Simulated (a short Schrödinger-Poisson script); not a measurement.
System: MOS inversion layer, Si3N4 on p-type Si(100), at 300 K.

```csv
layer,material,thickness (nm),Na (cm⁻³)
1,Si3N4,3.3,-
2,Si,1900,1.3e16
```

Constants are typed, rounded textbook-type inputs, not results; the design itself was drawn at random and stands for no fabricated device. Si3N4: permittivity 7.5, conduction-band edge (eV) 1.95, gap (eV) 5.1, electron mass (mₑ) 0.5. Si: permittivity 11.7, conduction-band edge (eV) 0, gap (eV) 1.124, Nv at 300 K (cm⁻³) 3.1e19.

Channel valleys (confinement mass, in-plane density-of-states mass, number): Δ2 0.916, 0.19, 2; Δ4 0.19, 0.417, 4. At the gate the conduction-band edge of layer 1 lies 1.99 eV − eVg above the Fermi level of the channel; the field vanishes at the back. Gaps are held at their typed values at every temperature. Mesh 0.03 nm at interfaces.

From a short Schrödinger-Poisson script (our own, NumPy): 1D Poisson equation in equilibrium, electrons quantum, Hartree (BenDaniel-Duke, 12 states a valley, the channel's in-plane mass for all, wave functions ending at the dielectric), parabolic valleys, classical holes, full ionisation, no traps, pinning or gate leakage.

Only gate voltages with over 1e8 electrons/cm² are shown.

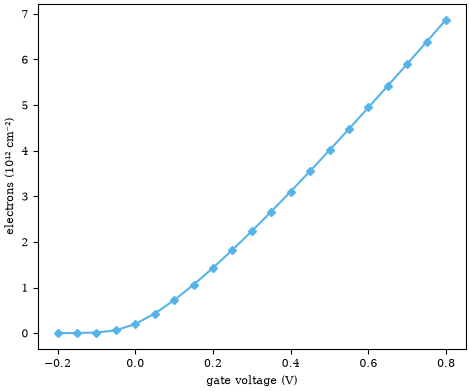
Figure: Sheet density against gate voltage

| Vg (V) | electrons (cm⁻²) | C (μF/cm²) | Δ2 E0 (meV) | Δ2 E1 (meV) | Δ4 E0 (meV) | Δ4 E1 (meV) |
|---|---|---|---|---|---|---|
| -0.2 | 3.35e8 | 0.0424 | 289.7 | 307.2 | 305.9 | 335.2 |
| -0.15 | 2.10e9 | 0.0510 | 241.5 | 259.5 | 258.1 | 288.3 |
| -0.1 | 1.26e10 | 0.106 | 194.2 | 212.9 | 211.4 | 242.5 |
| -0.05 | 6.20e10 | 0.308 | 151.4 | 171.3 | 169.8 | 202.3 |
| 0 | 1.99e11 | 0.616 | 118.3 | 140.9 | 139.2 | 174.2 |
| 0.05 | 4.28e11 | 0.860 | 94.8 | 121.1 | 119.2 | 157.4 |
| 0.1 | 7.22e11 | 1.03 | 77.4 | 107.8 | 105.8 | 147.1 |
| 0.15 | 1.06e12 | 1.14 | 63.9 | 98.4 | 96.2 | 140.4 |
| 0.2 | 1.43e12 | 1.23 | 52.9 | 91.3 | 89.0 | 135.7 |
| 0.25 | 1.82e12 | 1.30 | 43.6 | 85.8 | 83.3 | 132.3 |
| 0.3 | 2.24e12 | 1.35 | 35.6 | 81.3 | 78.8 | 129.8 |
| 0.35 | 2.67e12 | 1.39 | 28.6 | 77.6 | 75.0 | 127.8 |
| 0.4 | 3.10e12 | 1.43 | 22.4 | 74.5 | 71.8 | 126.2 |
| 0.45 | 3.55e12 | 1.45 | 16.7 | 71.8 | 69.0 | 124.9 |
| 0.5 | 4.01e12 | 1.48 | 11.4 | 69.4 | 66.6 | 123.8 |
| 0.55 | 4.48e12 | 1.50 | 6.6 | 67.3 | 64.5 | 122.9 |
| 0.6 | 4.95e12 | 1.52 | 2.1 | 65.4 | 62.5 | 122.1 |
| 0.65 | 5.42e12 | 1.53 | -2.2 | 63.7 | 60.8 | 121.4 |
| 0.7 | 5.90e12 | 1.55 | -6.3 | 62.1 | 59.2 | 120.8 |
| 0.75 | 6.39e12 | 1.56 | -10.2 | 60.6 | 57.7 | 120.2 |
| 0.8 | 6.88e12 | 1.57 | -13.9 | 59.2 | 56.3 | 119.7 |

Subbands count from the Fermi level.
